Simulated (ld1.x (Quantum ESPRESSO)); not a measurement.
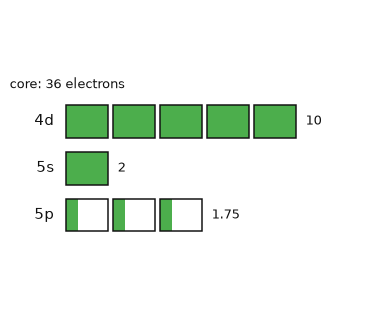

The valence shells of the reference configuration: a box for each of the 2l + 1 orbitals, shaded by the share of the shell that is filled, with the electron count at the right.

## Pseudopotential generation for Sn (part 1 of 2)

System: tin (Sn, Z = 50), core [Kr], reference valence 4d10 5s2 5p1.75 (an ion of charge +0.25), valence charge 14.
Method: TM potential, LDA (PZ), scalar-relativistic, made with ld1.x (Quantum ESPRESSO) 7.5.

### Key numbers

- outcome: generated, with a ghost state
- cutoffs needed: 90 Ry and 140 Ry (the cutoffs, on a coarse ladder, from which the occupation-weighted sum of valence levels, in a spherical-Bessel basis at the reference potential, stays within 10 and 1 mRy of its value at 400 Ry); ghost states and empty shells don't enter this sum
- ghost test: ghost states below the valence levels: s at -169.4 eV, p at -51.3 eV (spherical-Bessel basis up to 400 Ry, 20 bohr box)
- largest excitation error: -48 meV (all-electron minus pseudo) for 4d10 5s1 5p0, out of 7 test configurations
- range over which the phases arctan(r u′/u) at the test radius agree within 0.05 rad (a looser test near the poles than one of phase shifts): s: up to about 0.9 Ry; d: up to about 3.6 Ry; p: not judged, the stored energies step over a narrow level
- hardware: 1 CPU thread, shared host
- wall time: 1.7 s

### Remarks

The potential has a bound ghost state, so it can't be used as it stands.

### The input
```
 &input
   title='Sn', zed=50., rel=1, dft='PZ', iswitch=3,
   config='[Kr] 4d10 5s2 5p1.75',
   nld=3, rlderiv=3.40, eminld=-4.0, emaxld=5.0, deld=0.02
 /
 &inputp
   pseudotype=2, tm=.true., lloc=2,
   nlcc=.true., rcore=1.40,
   file_pseudopw='Sn.UPF', file_wfcaegen='ae.wfc', file_wfcncgen='nc.wfc', file_beta='beta', file_chi='chi'
 /
3
5S  1  0   2.00   0.00  1.90  1.90  0.0
5P  2  1   1.75   0.00  3.12  3.12  0.0
4D  3  2  10.00   0.00  1.55  1.55  0.0
 &test
   configts(1)='4d10 5s2 5p1.75'
 /
```

### Input of the test run
```
 &input
   title='Sn', zed=50., rel=1, dft='PZ', iswitch=2,
   config='[Kr] 4d10 5s2 5p1.75'
 /
 &test
   file_pseudo='Sn.UPF', nconf=10,
   configts(1)='4d10 5s2 5p1.75',
   configts(2)='4d10 5s2 5p2',
   configts(3)='4d10 5s2 5p1',
   configts(4)='4d10 5s2 5p0',
   configts(5)='4d10 5s1 5p2',
   configts(6)='4d10 5s2 5p1.5',
   configts(7)='4d10 5s1 5p0',
   configts(8)='4d10 5s0 5p4',
   configts(9)='4d10 5s2 5p1.75', lsdts(9)=1,
   configts(10)='4d10 5s2 5p2', lsdts(10)=1
 /
```

Command:
```bash
ld1.x < Sn.in > Sn.out
```

### Log
```
     Program LD1 v.7.5
     --------------------------- All-electron run ----------------------------

     Sn
     scalar relativistic calculation

     atomic number is 50.00
     dft =PZ   lsd =0 sic =0 latt =0  beta=0.20 tr2=1.0E-14
     Exchange-correlation= PZ
                           (   1   1   0   0   0   0   0)
     mesh =1243 r(mesh) = 100.78374 a.u. xmin = -7.00 dx = 0.01250
     1 Ry =  13.60569312 eV, c = 137.03599908

     n l     nl                  e(Ry)          e(Ha)          e(eV)
     1 0     1S 1( 2.00)     -2130.1393     -1065.0697    -28982.0218
     2 0     2S 1( 2.00)      -321.7577      -160.8789     -4377.7367
     2 1     2P 1( 6.00)      -289.0328      -144.5164     -3932.4922
     3 0     3S 1( 2.00)       -62.1612       -31.0806      -845.7459
     3 1     3P 1( 6.00)       -51.4664       -25.7332      -700.2358
     4 0     4S 1( 2.00)        -9.9590        -4.9795      -135.4989
     4 1     4P 1( 6.00)        -6.7180        -3.3590       -91.4036
     3 2     3D 1(10.00)       -34.9519       -17.4759      -475.5442
     4 2     4D 1(10.00)        -2.0389        -1.0194       -27.7401
     5 0     5S 1( 2.00)        -0.9207        -0.4603       -12.5265
     5 1     5P 1( 1.75)        -0.3983        -0.1992        -5.4198

     final scf error:  8.3E-15 reached in  34 iterations

     Etot =  -12343.646604 Ry,   -6171.823302 Ha, -167943.867710 eV

     Ekin =   12884.551472 Ry,    6442.275736 Ha,  175303.253353 eV
     Encl =  -29853.341052 Ry,  -14926.670526 Ha, -406175.397054 eV
     Eh   =    4943.804726 Ry,    2471.902363 Ha,   67263.889961 eV
     Exc  =    -318.661749 Ry,    -159.330875 Ha,   -4335.613970 eV

     normalization and overlap integrals

     s(1S/1S) =  1.000000  <r> =   0.0291  <r2> =    0.0011  r(max) =   0.0188
     s(2S/2S) =  1.000000  <r> =   0.1256  <r2> =    0.0186  r(max) =   0.1068
     s(2P/2P) =  1.000000  <r> =   0.1096  <r2> =    0.0147  r(max) =   0.0853
     s(3S/3S) =  1.000000  <r> =   0.3399  <r2> =    0.1321  r(max) =   0.3090
     s(3P/3P) =  1.000000  <r> =   0.3381  <r2> =    0.1327  r(max) =   0.3013
     s(4S/4S) =  1.000000  <r> =   0.8183  <r2> =    0.7583  r(max) =   0.7412
     s(4P/4P) =  1.000000  <r> =   0.8858  <r2> =    0.8976  r(max) =   0.7890
     s(3D/3D) =  1.000000  <r> =   0.3148  <r2> =    0.1177  r(max) =   0.2498
     s(4D/4D) =  1.000000  <r> =   1.1005  <r2> =    1.4429  r(max) =   0.8829
     s(5S/5S) =  1.000000  <r> =   2.3629  <r2> =    6.3697  r(max) =   1.9897
     s(5P/5P) =  1.000000  <r> =   3.1167  <r2> =   11.2850  r(max) =   2.4917

     ------------------------ End of All-electron run ------------------------

     --------------------- Generating NC pseudopotential ---------------------

      Generating local pot.: lloc=2, matching radius rcloc =   1.5500

      Computing core charge for nlcc:

       r > 1.40 : true rho core
       r < 1.40 : rho core = a sin(br)/r    a=   3.80  b=   1.96

      Integrated core pseudo-charge :   3.35

      Wfc   5S  rcut= 1.893  Using Troullier-Martins method

      Wfc   5P  rcut= 3.120  Using Troullier-Martins method

     ------------------- End of pseudopotential generation -------------------

     --------------------------- All-electron run ----------------------------

     Sn
     scalar relativistic calculation

     atomic number is 50.00
     dft =PZ   lsd =0 sic =0 latt =0  beta=0.20 tr2=1.0E-14
     Exchange-correlation= PZ
                           (   1   1   0   0   0   0   0)
     mesh =1243 r(mesh) = 100.78374 a.u. xmin = -7.00 dx = 0.01250
     1 Ry =  13.60569312 eV, c = 137.03599908

     n l     nl                  e(Ry)          e(Ha)          e(eV)
     1 0     1S 1( 2.00)     -2130.1393     -1065.0697    -28982.0218
     2 0     2S 1( 2.00)      -321.7577      -160.8789     -4377.7367
     2 1     2P 1( 6.00)      -289.0328      -144.5164     -3932.4922
     3 0     3S 1( 2.00)       -62.1612       -31.0806      -845.7459
     3 1     3P 1( 6.00)       -51.4664       -25.7332      -700.2358
     4 0     4S 1( 2.00)        -9.9590        -4.9795      -135.4989
     4 1     4P 1( 6.00)        -6.7180        -3.3590       -91.4036
     3 2     3D 1(10.00)       -34.9519       -17.4759      -475.5442
     4 2     4D 1(10.00)        -2.0389        -1.0194       -27.7401
     5 0     5S 1( 2.00)        -0.9207        -0.4603       -12.5265
     5 1     5P 1( 1.75)        -0.3983        -0.1992        -5.4198

     final scf error:  8.3E-15 reached in  34 iterations

     Etot =  -12343.646604 Ry,   -6171.823302 Ha, -167943.867710 eV

     Ekin =   12884.551472 Ry,    6442.275736 Ha,  175303.253353 eV
     Encl =  -29853.341052 Ry,  -14926.670526 Ha, -406175.397054 eV
     Eh   =    4943.804726 Ry,    2471.902363 Ha,   67263.889961 eV
     Exc  =    -318.661749 Ry,    -159.330875 Ha,   -4335.613970 eV

     normalization and overlap integrals

     s(1S/1S) =  1.000000  <r> =   0.0291  <r2> =    0.0011  r(max) =   0.0188
     s(2S/2S) =  1.000000  <r> =   0.1256  <r2> =    0.0186  r(max) =   0.1068
     s(2P/2P) =  1.000000  <r> =   0.1096  <r2> =    0.0147  r(max) =   0.0853
     s(3S/3S) =  1.000000  <r> =   0.3399  <r2> =    0.1321  r(max) =   0.3090
     s(3P/3P) =  1.000000  <r> =   0.3381  <r2> =    0.1327  r(max) =   0.3013
     s(4S/4S) =  1.000000  <r> =   0.8183  <r2> =    0.7583  r(max) =   0.7412
     s(4P/4P) =  1.000000  <r> =   0.8858  <r2> =    0.8976  r(max) =   0.7890
     s(3D/3D) =  1.000000  <r> =   0.3148  <r2> =    0.1177  r(max) =   0.2498
     s(4D/4D) =  1.000000  <r> =   1.1005  <r2> =    1.4429  r(max) =   0.8829
     s(5S/5S) =  1.000000  <r> =   2.3629  <r2> =    6.3697  r(max) =   1.9897
     s(5P/5P) =  1.000000  <r> =   3.1167  <r2> =   11.2850  r(max) =   2.4917

     ------------------------ End of All-electron run ------------------------

     Computing logarithmic derivative in   3.38464
     Computing logarithmic derivative in   3.38464
     Computing the partial wave expansion
     R is outside the sphere for l=    0 j= 0.00
     R is outside the sphere for l=    1 j= 0.00
       no projector for channel:   2

     ---------------------- Testing the pseudopotential ----------------------

     Sn
     scalar relativistic calculation

     atomic number is 50.00   valence charge is 14.00
     dft =PZ   lsd =0 sic =0 latt =0  beta=0.20 tr2=1.0E-14
     mesh =1243 r(mesh) = 100.78374 xmin = -7.00 dx = 0.01250

     n l     nl             e AE (Ry)        e PS (Ry)    De AE-PS (Ry)
     3 2     4D   1(10.00)       -2.03886       -2.03887        0.00001
     1 0     5S   1( 2.00)       -0.92068       -0.92069        0.00000
     2 1     5P   1( 1.75)       -0.39835       -0.39835        0.00000

     eps = 6.5E-15  iter = 26

     Etot =  -12343.646604 Ry,   -6171.823302 Ha, -167943.867710 eV
     Etotps =  -140.242667 Ry,     -70.121333 Ha,   -1908.098687 eV

     Ekin =     100.654187 Ry,      50.327094 Ha,    1369.469986 eV
     Encl =    -338.427614 Ry,    -169.213807 Ha,   -4604.542261 eV
     Ehrt =     117.461185 Ry,      58.730592 Ha,    1598.140834 eV
     Ecxc =     -22.457964 Ry,     -11.228982 Ha,    -305.556167 eV
     (Ecc =      -3.443978 Ry,      -1.721989 Ha,     -46.857711 eV)
     Epseu=       2.527539 Ry,       1.263770 Ha,      34.388920 eV

     ---------------------- End of pseudopotential test ----------------------
```

### Output of the test run (extracts)
```
     ---------------------- Testing the pseudopotential ----------------------

     Sn
     scalar relativistic calculation

     atomic number is 50.00   valence charge is 14.00
     dft =PZ   lsd =0 sic =0 latt =0  beta=0.20 tr2=1.0E-14
     mesh =1243 r(mesh) = 100.78374 xmin = -7.00 dx = 0.01250

     n l     nl             e AE (Ry)        e PS (Ry)    De AE-PS (Ry)
     3 2     4D   1(10.00)       -2.03886       -2.03887        0.00001
     1 0     5S   1( 2.00)       -0.92068       -0.92069        0.00000
     2 1     5P   1( 1.75)       -0.39835       -0.39835        0.00000

     eps = 6.5E-15  iter = 26

     Etot =  -12343.646604 Ry,   -6171.823302 Ha, -167943.867710 eV
     Etotps =  -140.242667 Ry,     -70.121333 Ha,   -1908.098687 eV

     Ekin =     100.654187 Ry,      50.327094 Ha,    1369.469987 eV
     Encl =    -338.427614 Ry,    -169.213807 Ha,   -4604.542261 eV
     Ehrt =     117.461185 Ry,      58.730592 Ha,    1598.140834 eV
     Ecxc =     -22.457964 Ry,     -11.228982 Ha,    -305.556167 eV
     (Ecc =      -3.443978 Ry,      -1.721989 Ha,     -46.857711 eV)
     Epseu=       2.527539 Ry,       1.263770 Ha,      34.388920 eV

     ---------------------- End of pseudopotential test ----------------------

     ---------------------- Testing the pseudopotential ----------------------

     Sn
     scalar relativistic calculation

     atomic number is 50.00   valence charge is 14.00
     dft =PZ   lsd =0 sic =0 latt =0  beta=0.20 tr2=1.0E-14
     mesh =1243 r(mesh) = 100.78374 xmin = -7.00 dx = 0.01250

     n l     nl             e AE (Ry)        e PS (Ry)    De AE-PS (Ry)
     3 2     4D   1(10.00)       -1.90340       -1.90371        0.00031
     1 0     5S   1( 2.00)       -0.79485       -0.79486        0.00001
     2 1     5P   1( 2.00)       -0.28469       -0.28468       -0.00000

     eps = 1.4E-15  iter = 32

     Etot =  -12343.731820 Ry,   -6171.865910 Ha, -167945.027140 eV
     Etotps =  -140.327907 Ry,     -70.163954 Ha,   -1909.258439 eV
     dEtot_ae =      -0.085216 Ry
     dEtot_ps =      -0.085240 Ry,   Delta E=       0.000024 Ry

     Ekin =     100.684410 Ry,      50.342205 Ha,    1369.881179 eV
     Encl =    -340.311123 Ry,    -170.155561 Ha,   -4630.168705 eV
     Ehrt =     119.306334 Ry,      59.653167 Ha,    1623.245373 eV
     Ecxc =     -22.553859 Ry,     -11.276930 Ha,    -306.860885 eV
     (Ecc =      -3.443978 Ry,      -1.721989 Ha,     -46.857711 eV)
     Epseu=       2.546331 Ry,       1.273166 Ha,      34.644599 eV

     ---------------------- End of pseudopotential test ----------------------

     ---------------------- Testing the pseudopotential ----------------------

     Sn
     scalar relativistic calculation

     atomic number is 50.00   valence charge is 14.00
     dft =PZ   lsd =0 sic =0 latt =0  beta=0.20 tr2=1.0E-14
     mesh =1243 r(mesh) = 100.78374 xmin = -7.00 dx = 0.01250

     n l     nl             e AE (Ry)        e PS (Ry)    De AE-PS (Ry)
     3 2     4D   1(10.00)       -2.49354       -2.49227       -0.00127
     1 0     5S   1( 2.00)       -1.33488       -1.33502        0.00014
     2 1     5P   1( 1.00)       -0.77361       -0.77383        0.00023

     eps = 1.0E-15  iter = 19

     Etot =  -12343.210118 Ry,   -6171.605059 Ha, -167937.929014 eV
     Etotps =  -139.806017 Ry,     -69.903008 Ha,   -1902.157764 eV
     dEtot_ae =       0.436486 Ry
     dEtot_ps =       0.436650 Ry,   Delta E=      -0.000164 Ry

     Ekin =     100.542725 Ry,      50.271363 Ha,    1367.953466 eV
     Encl =    -332.120429 Ry,    -166.060215 Ha,   -4518.728639 eV
     Ehrt =     111.487763 Ry,      55.743882 Ha,    1516.868294 eV
     Ecxc =     -22.132942 Ry,     -11.066471 Ha,    -301.134022 eV
     (Ecc =      -3.443978 Ry,      -1.721989 Ha,     -46.857711 eV)
     Epseu=       2.416866 Ry,       1.208433 Ha,      32.883136 eV

     ---------------------- End of pseudopotential test ----------------------

     ---------------------- Testing the pseudopotential ----------------------

     Sn
     scalar relativistic calculation

     atomic number is 50.00   valence charge is 14.00
     dft =PZ   lsd =0 sic =0 latt =0  beta=0.20 tr2=1.0E-14
     mesh =1243 r(mesh) = 100.78374 xmin = -7.00 dx = 0.01250

     n l     nl             e AE (Ry)        e PS (Ry)    De AE-PS (Ry)
     3 2     4D   1(10.00)       -3.18876       -3.18530       -0.00345
     1 0     5S   1( 2.00)       -1.95023       -1.95150        0.00127
     2 1     5P   1( 0.00)       -1.33277       -1.33443        0.00166

     eps = 8.2E-15  iter = 14

     Etot =  -12342.161717 Ry,   -6171.080858 Ha, -167923.664793 eV
     Etotps =  -138.756581 Ry,     -69.378290 Ha,   -1887.879458 eV
     dEtot_ae =       1.484887 Ry
     dEtot_ps =       1.486086 Ry,   Delta E=      -0.001199 Ry

     Ekin =     100.362107 Ry,      50.181054 Ha,    1365.496032 eV
     Encl =    -322.506647 Ry,    -161.253323 Ha,   -4387.926467 eV
     Ehrt =     102.903705 Ry,      51.451852 Ha,    1400.076231 eV
     Ecxc =     -21.641535 Ry,     -10.820768 Ha,    -294.448086 eV
     (Ecc =      -3.443978 Ry,      -1.721989 Ha,     -46.857711 eV)
     Epseu=       2.125789 Ry,       1.062894 Ha,      28.922832 eV

     ---------------------- End of pseudopotential test ----------------------

     ---------------------- Testing the pseudopotential ----------------------

     Sn
     scalar relativistic calculation

     atomic number is 50.00   valence charge is 14.00
     dft =PZ   lsd =0 sic =0 latt =0  beta=0.20 tr2=1.0E-14
     mesh =1243 r(mesh) = 100.78374 xmin = -7.00 dx = 0.01250

     n l     nl             e AE (Ry)        e PS (Ry)    De AE-PS (Ry)
     3 2     4D   1(10.00)       -2.60092       -2.59747       -0.00346
     1 0     5S   1( 1.00)       -1.40056       -1.39982       -0.00074
     2 1     5P   1( 2.00)       -0.82485       -0.82485        0.00000

     eps = 6.4E-15  iter = 19

     Etot =  -12342.641636 Ry,   -6171.320818 Ha, -167930.194423 eV
     Etotps =  -139.237920 Ry,     -69.618960 Ha,   -1894.428413 eV
     dEtot_ae =       1.004968 Ry
     dEtot_ps =       1.004747 Ry,   Delta E=       0.000222 Ry

     Ekin =     101.113917 Ry,      50.556958 Ha,    1375.724920 eV
     Encl =    -330.657861 Ry,    -165.328930 Ha,   -4498.829382 eV
     Ehrt =     110.228721 Ry,      55.114360 Ha,    1499.738149 eV
     Ecxc =     -22.000499 Ry,     -11.000249 Ha,    -299.332036 eV
     (Ecc =      -3.443978 Ry,      -1.721989 Ha,     -46.857711 eV)
     Epseu=       2.077802 Ry,       1.038901 Ha,      28.269936 eV

     ---------------------- End of pseudopotential test ----------------------

     ---------------------- Testing the pseudopotential ----------------------

     Sn
     scalar relativistic calculation

     atomic number is 50.00   valence charge is 14.00
     dft =PZ   lsd =0 sic =0 latt =0  beta=0.20 tr2=1.0E-14
     mesh =1243 r(mesh) = 100.78374 xmin = -7.00 dx = 0.01250

     n l     nl             e AE (Ry)        e PS (Ry)    De AE-PS (Ry)
     3 2     4D   1(10.00)       -2.18295       -2.18259       -0.00036
     1 0     5S   1( 2.00)       -1.05317       -1.05318        0.00001
     2 1     5P   1( 1.50)       -0.51819       -0.51823        0.00003

     eps = 3.6E-15  iter = 22

     Etot =  -12343.532181 Ry,   -6171.766091 Ha, -167942.310911 eV
     Etotps =  -140.128215 Ry,     -70.064108 Ha,   -1906.541496 eV
     dEtot_ae =       0.114423 Ry
     dEtot_ps =       0.114451 Ry,   Delta E=      -0.000029 Ry

     Ekin =     100.620097 Ry,      50.310049 Ha,    1369.006168 eV
     Encl =    -336.426597 Ry,    -168.213299 Ha,   -4577.317038 eV
     Ehrt =     115.533396 Ry,      57.766698 Ha,    1571.911935 eV
     Ecxc =     -22.355197 Ry,     -11.177599 Ha,    -304.157953 eV
     (Ecc =      -3.443978 Ry,      -1.721989 Ha,     -46.857711 eV)
     Epseu=       2.500085 Ry,       1.250043 Ha,      34.015391 eV

     ---------------------- End of pseudopotential test ----------------------

     ---------------------- Testing the pseudopotential ----------------------

     Sn
     scalar relativistic calculation

     atomic number is 50.00   valence charge is 14.00
     dft =PZ   lsd =0 sic =0 latt =0  beta=0.20 tr2=1.0E-14
     mesh =1243 r(mesh) = 100.78374 xmin = -7.00 dx = 0.01250

     n l     nl             e AE (Ry)        e PS (Ry)    De AE-PS (Ry)
     3 2     4D   1(10.00)       -4.06254       -4.05465       -0.00789  !
     1 0     5S   1( 1.00)       -2.67965       -2.68248        0.00282
     2 1     5P   1( 0.00)       -1.99607       -2.00089        0.00481

     eps = 1.6E-15  iter = 12

     Etot =  -12339.850130 Ry,   -6169.925065 Ha, -167892.214057 eV
     Etotps =  -136.442678 Ry,     -68.221339 Ha,   -1856.397207 eV
     dEtot_ae =       3.796474 Ry
     dEtot_ps =       3.799989 Ry,   Delta E=      -0.003515 Ry

     Ekin =     100.799274 Ry,      50.399637 Ha,    1371.443987 eV
     Encl =    -310.437703 Ry,    -155.218851 Ha,   -4223.720116 eV
     Ehrt =      92.930154 Ry,      46.465077 Ha,    1264.379157 eV
     Ecxc =     -20.970578 Ry,     -10.485289 Ha,    -285.319250 eV
     (Ecc =      -3.443978 Ry,      -1.721989 Ha,     -46.857711 eV)
     Epseu=       1.236175 Ry,       0.618087 Ha,      16.819016 eV

     ---------------------- End of pseudopotential test ----------------------

     ---------------------- Testing the pseudopotential ----------------------

     Sn
     scalar relativistic calculation

     atomic number is 50.00   valence charge is 14.00
     dft =PZ   lsd =0 sic =0 latt =0  beta=0.20 tr2=1.0E-14
     mesh =1243 r(mesh) = 100.78374 xmin = -7.00 dx = 0.01250

     n l     nl             e AE (Ry)        e PS (Ry)    De AE-PS (Ry)
     3 2     4D   1(10.00)       -2.11118       -2.10768       -0.00351
     1 0     5S   1( 0.00)       -0.91738       -0.91598       -0.00140
     2 1     5P   1( 4.00)       -0.37023       -0.36996       -0.00027

     eps = 5.7E-15  iter = 28

     Etot =  -12342.673411 Ry,   -6171.336706 Ha, -167930.626748 eV
     Etotps =  -139.270516 Ry,     -69.635258 Ha,   -1894.871900 eV
     dEtot_ae =       0.973193 Ry
     dEtot_ps =       0.972151 Ry,   Delta E=       0.001042 Ry

     Ekin =     101.801969 Ry,      50.900985 Ha,    1385.086356 eV
     Encl =    -337.479420 Ry,    -168.739710 Ha,   -4591.641424 eV
     Ehrt =     116.829988 Ry,      58.414994 Ha,    1589.552970 eV
     Ecxc =     -22.318302 Ry,     -11.159151 Ha,    -303.655972 eV
     (Ecc =      -3.443978 Ry,      -1.721989 Ha,     -46.857711 eV)
     Epseu=       1.895249 Ry,       0.947624 Ha,      25.786170 eV

     ---------------------- End of pseudopotential test ----------------------
```

(Continued in part 2.)
